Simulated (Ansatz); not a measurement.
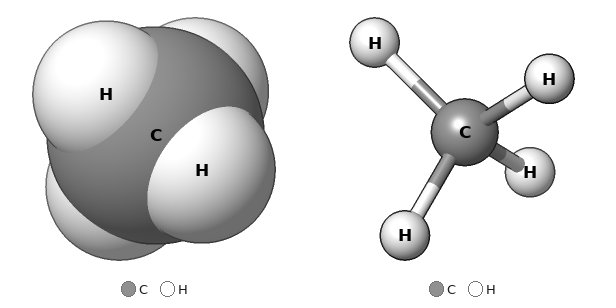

Both panels show the same species.

Question: Which formula does it have?

Answer: CH₄, 5 atoms: 1 carbon and 4 hydrogen.

Question: How many atoms are distinct by symmetry?

Answer: 2: 1 C, 4 H.

Question: How many bonds of each kind are drawn?

Answer: 4 C–H. Sticks follow a distance rule.

The parts below concern this one geometry. Atoms keep their numbers from picture to picture. Computed geometry: PBE0-D4/def2-TZVP optimisation.

### Geometry

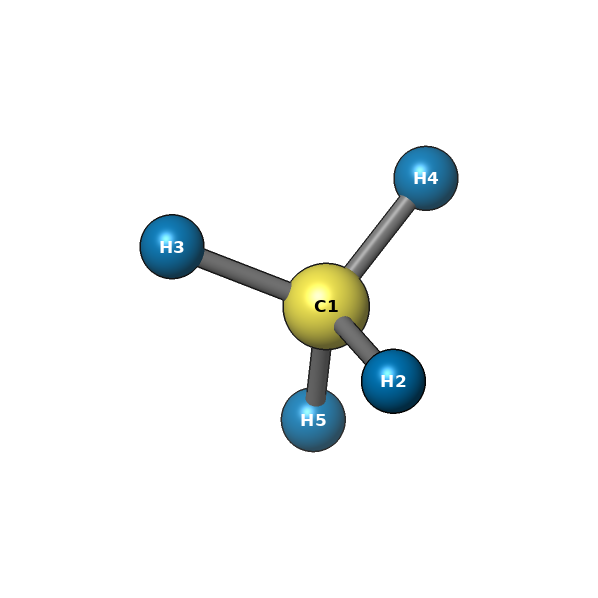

The atoms are numbered.

Question: How are the neighbours of atom 1 arranged?

Answer: C1 has 4 neighbours (H2 at 1.09, H3 at 1.09, H4 at 1.09, H5 at 1.09 Å); the arrangement is tetrahedral.

### Vibrations

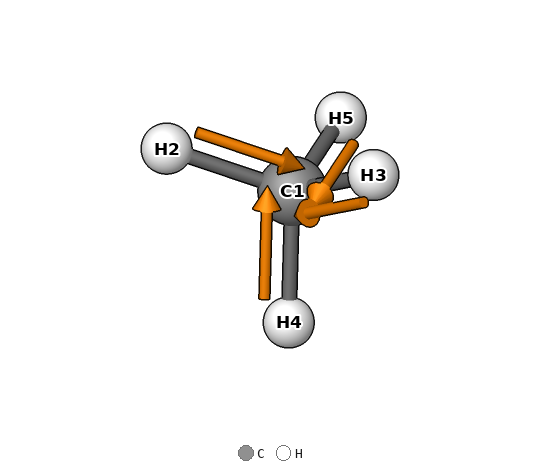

The arrows show one normal mode. Harmonic vibrations computed with RKS PBE0-D4/def2-TZVP (Ansatz 0.2.0) at a stationary point of the same level.

Question: What kind of motion is it?

Answer: Mostly in-phase stretching of 4 C–H bonds.

Question: At what wavenumber does it lie?

Answer: 3047 cm⁻¹; it is mode 6 of 9 counted from the lowest.

### Electronic properties

Method: RKS PBE0-D4/def2-TZVPP (Ansatz 0.2.0).

Computed properties:

- HOMO energy (Kohn–Sham orbital): −10.98 eV
- LUMO energy (Kohn–Sham orbital): 1.70 eV
- HOMO–LUMO gap: 12.68 eV

### Thermal motion

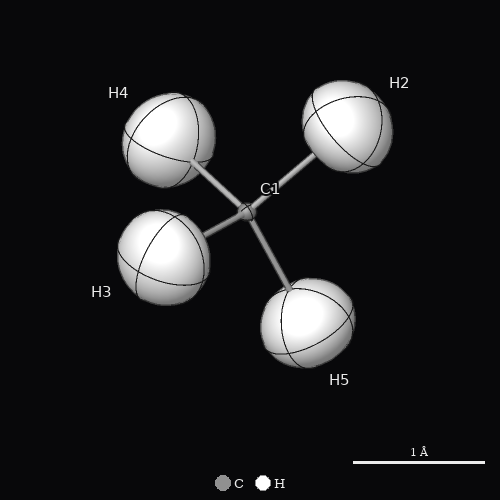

Displacement ellipsoids at the 50 % level, enlarged 3 times, from the internal vibrations of the free molecule (harmonic, no overall translation or rotation; no half-axis is drawn under 0.075 Å). Vibrations computed with RKS PBE0-D4/def2-TZVP (Ansatz 0.2.0). Temperature: 400 K.

List U_eq and the three principal root-mean-square amplitudes for each kind of atom.

```
          atom  U_eq (Å²)   rms amplitudes (Å)
            C1    0.00021  0.015, 0.015, 0.015
H2, H3, H4, H5     0.0062  0.071, 0.082, 0.082
```

### Charges

The questions are on Mulliken charges. Method: RKS PBE0-D4/def2-TZVP (Ansatz 0.2.0).

List the Mulliken charges.

```tsv
atom	value (e)
C1	−0.53
H2	0.13
H3	0.13
H4	0.13
H5	0.13
```

Mulliken values depend strongly on the basis set and can even reverse the polarity of a bond.
